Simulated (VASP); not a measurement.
Band structure of Sb (space group Pm-3m). Calculation: r2SCAN meta-GGA, VASP's PBE PAW potentials (set 64) (plane waves; VASP).

Unless said otherwise, spin-orbit coupling is left out, though it shifts the bands of the heavy elements here.

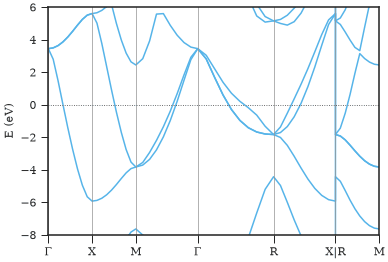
Bands along high-symmetry lines, zero at the valence-band maximum or, without a gap, the Fermi level

### Question
Read the plot: is there a gap, and where are the band edges?

### Answer
It has no gap at this level: it comes out as a metal or semimetal.

The structure comes from a computed database's Sb entry (Pm-3m); how it stands against other phases isn't given here. It was relaxed first.
